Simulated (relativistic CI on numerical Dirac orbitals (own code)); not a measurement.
Relativistic CI calculation for Au³⁺

System: Au³⁺.
Method: Dirac-Coulomb-Breit CI, KLI orbitals optimised for each configuration, model QED (radiative potential, 1s self-energy scaled to tabulated hydrogen-like ionisation energies), multiplet model of photoemission in the sudden approximation (relativistic CI on numerical Dirac orbitals, in-house).

## Summary

| quantity | value |
| --- | --- |
| outcome | converged |
| hardware | 1 CPU thread, shared host |

## Remarks

Limits: free-ion energies without screening by ligands, so binding energies differ from solids by tens of eV.

## Input
```
atom Au  Z=79  charge=3  electrons=76
nucleus A=197  rms_radius_fm=5.4371
hamiltonian dirac-coulomb  breit=on  qed=on  c_scale=1
orbitals kli  potential=per-configuration
slater_scale 1
correlation none
mixing on
configurations
  [Xe] 4f14 5d8
  [Xe] 4f13 5d8
end
photoemission 4f T=80 lorentz=0.25 gauss=0.5
crystal_field free
```

The program writes its results to a structured record and prints no log; tables and figures of this report are taken from that record.

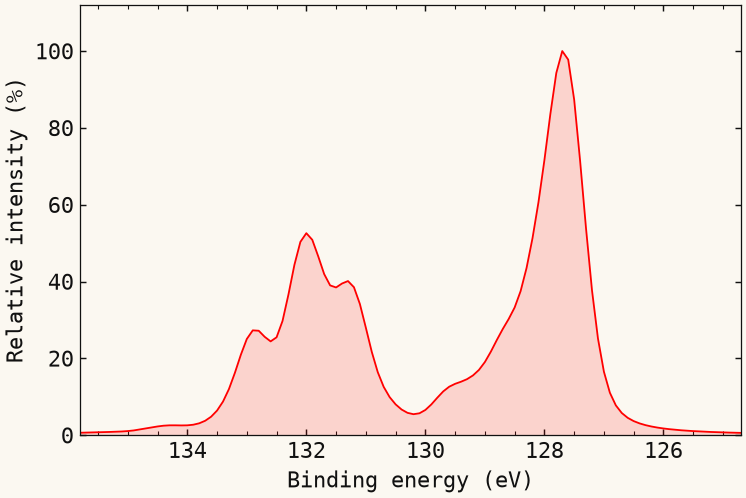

Figure 1. 4f photoemission of Au³⁺, [Xe] 4f¹⁴ 5d⁸, in no crystal field (free ion). Multiplet model: relativistic Dirac–Coulomb–Breit theory, one configuration a step, Slater integrals scaled by 1, 80 K, Voigt broadening (Lorentzian 0.25 eV, Gaussian 0.5 eV full widths), computed with a radial Dirac CI code. The main maxima lie at 127.7 eV (100), 131.3 eV (40), 132.0 eV (53) and 132.9 eV (27), heights in % of the largest; the centroid is at 129.7 eV. The ground state has S = 0.98.
